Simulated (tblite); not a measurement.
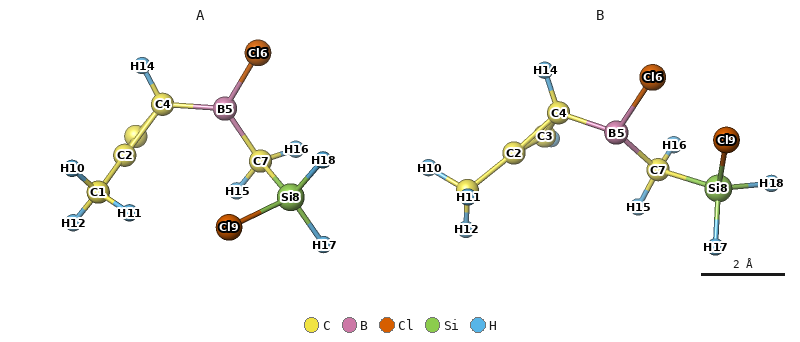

Two geometries of C5H9BCl2Si, drawn at one scale. One is the start of a relaxation, the other its converged end. Style: ball-and-stick. Shown at a tilt.

Level of theory: GFN2-xTB geometry optimisation, gas phase (tblite 0.8.0). 

### Which of the two is the end point?

Structure A is the relaxed one. A Cl atom moves most after the best rigid fit: 3.18 Å. By element the largest moves are Cl 3.18 Å, H 2.25 Å, B 0.94 Å, C 0.88 Å, Si 0.75 Å. Some distances before and after: Cl–Cl 2.529 → 4.577 Å, Cl–Si 3.215 → 3.617 Å, B–Cl 1.871 → 1.727 Å, C–C 1.351 → 1.287 Å. Among the angles between lasting bonds that change: C–C–C 153.5° → 139.4°, C–C–C 143.0° → 155.3°, C–C–H 151.1° → 140.7°. Groups turn about C–Si by about 80°, C–C by about 40°. The energy falls by 183.4 kJ/mol in 216 geometry steps.
